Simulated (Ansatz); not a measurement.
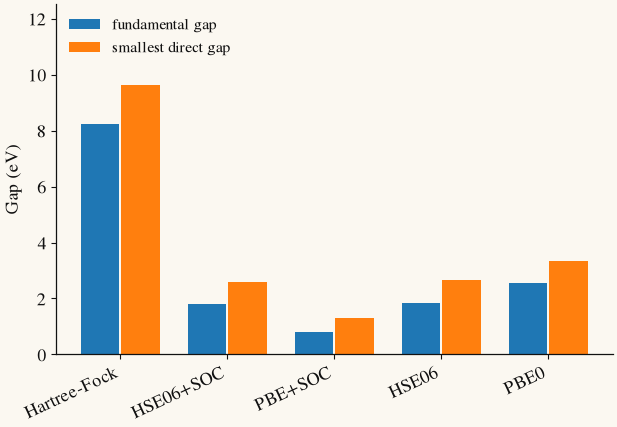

Gaps of PdSO (slab), 3 atoms in the cell, 1T monolayer (Janus) type, at several levels of theory on one cell (Ansatz, plane waves and PAW; edges over the mesh and the special points).

Question: How does the gap depend on the level, and does its kind change?

Answer: In rising order: PBE+SOC 0.79 eV, HSE06+SOC 1.80 eV, HSE06 1.83 eV, PBE0 2.56 eV and Hartree-Fock 8.23 eV. It is indirect at every level.
